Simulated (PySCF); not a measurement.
# CH5BFS− (SMILES CS[BH2-]F): PBE0/ma-def2-TZVP

What is the vertical ionisation energy of CH5BFS− at PBE0/ma-def2-TZVP? The job is set up through a Python script.

Program for the calculation: PySCF 2.14.0.

## Step 1: The molecule

CH5BFS− has 9 atoms, charge -1, and is taken as a singlet. As SMILES, `CS[BH2-]F`. Geometry: relaxed at GFN2-xTB. This is one conformer, not always the lowest.

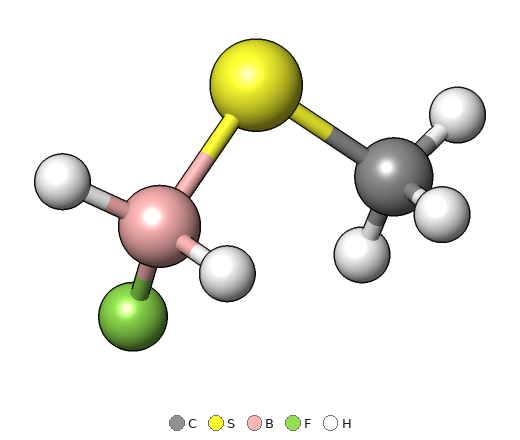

The structure, seen from a chosen angle (carbon grey, sulfur yellow, boron pink, fluorine green, hydrogen white).

## Step 2: A single-point energy at PBE0/ma-def2-TZVP

Contents of input.py:

```python
from pyscf import gto, dft

mol = gto.M(
    atom='''
C     -0.680100     1.109050    -0.556910
S     -1.130730    -0.260140     0.553500
B      0.636800    -1.113380     0.625000
F      1.005530    -1.525720    -0.673530
H     -0.238090     0.697230    -1.461300
H      0.042820     1.754550    -0.058240
H     -1.578560     1.672000    -0.800920
H      0.530970    -2.065360     1.354810
H      1.411360    -0.268230     1.017600
''',
    verbose=3,
    max_memory=1860,
    basis='ma-def2-tzvp',
    charge=-1,
)

calc0 = dft.RKS(mol)
calc0.xc = 'pbe0'
calc0.conv_tol = 1e-10
calc0.grids.level = 4
calc0.kernel()
if not calc0.converged:
    calc0 = calc0.newton().run(calc0.mo_coeff, calc0.mo_occ)

e_final = calc0.e_tot
print('Final energy', e_final)
```

Command:

```
$ OMP_NUM_THREADS=1 python input.py
```

The log of the run:

```text
converged SCF energy = -563.869566792141
Final energy -563.8695667921406
```

Wall time 21 s (1 thread of Intel Xeon 6975P-C (Granite Rapids), shared host); peak memory 1.5 GiB.

## Step 3: Doublet neutral CH5BFS at the same level

Contents of calc.py:

```python
from pyscf import gto, dft

mol = gto.Mole()
mol.atom = [
    ('C', (-0.680100, 1.109050, -0.556910)),
    ('S', (-1.130730, -0.260140, 0.553500)),
    ('B', (0.636800, -1.113380, 0.625000)),
    ('F', (1.005530, -1.525720, -0.673530)),
    ('H', (-0.238090, 0.697230, -1.461300)),
    ('H', (0.042820, 1.754550, -0.058240)),
    ('H', (-1.578560, 1.672000, -0.800920)),
    ('H', (0.530970, -2.065360, 1.354810)),
    ('H', (1.411360, -0.268230, 1.017600)),
]
mol.charge = 0
mol.max_memory = 1860
mol.basis = 'ma-def2-tzvp'
mol.verbose = 4
mol.spin = 1
mol.build()

mf = dft.UKS(mol, xc='pbe0')
mf.conv_tol = 1e-10
mf.grids.level = 4
mf.kernel()
if not mf.converged:
    mf = mf.newton().run(mf.mo_coeff, mf.mo_occ)

e_final = mf.e_tot
print('Final energy', e_final)
```

Command:

```
$ OMP_NUM_THREADS=1 python calc.py
```

The log of the run:

```text
PySCF version 2.14.0

[... 118 lines left out ...]
converged SCF energy = -563.751183360973  <S^2> = 0.75589706  2S+1 = 2.0058884
Final energy -563.7511833609731
```

Run time: 44 s. Hardware: 1 thread of Intel Xeon 6975P-C (Granite Rapids), shared host; peak memory 1.5 GiB.

## Step 4: Outcome

Level: PBE0/ma-def2-TZVP.

| quantity | value |
| --- | --- |
| singlet CH5BFS−: total energy | -563.86957 Eh |
| singlet CH5BFS−: HOMO energy | -1.16 eV |
| singlet CH5BFS−: LUMO energy | 3.22 eV |
| singlet CH5BFS−: HOMO–LUMO gap (to an unbound level, set by the basis) | 4.37 eV |
| doublet neutral CH5BFS: total energy | -563.75118 Eh |
| doublet neutral CH5BFS: dipole moment | 4.46 D |
| doublet neutral CH5BFS: HOMO energy (highest over α and β) | -7.96 eV |
| doublet neutral CH5BFS: LUMO energy (lowest over α and β) | -5.27 eV |
| doublet neutral CH5BFS: ⟨S²⟩ | 0.756 |
| vertical detachment energy (to the doublet neutral) | 3.221 eV |

In words: Removing an electron at fixed nuclei costs 3.22 eV (311 kJ/mol). The negative HOMO energy of the first species, 1.16 eV, lies 2.06 eV below that difference. Mulliken charges (singlet CH5BFS−) run from -0.43 on S2 to +0.14 on H5; they depend strongly on the basis.
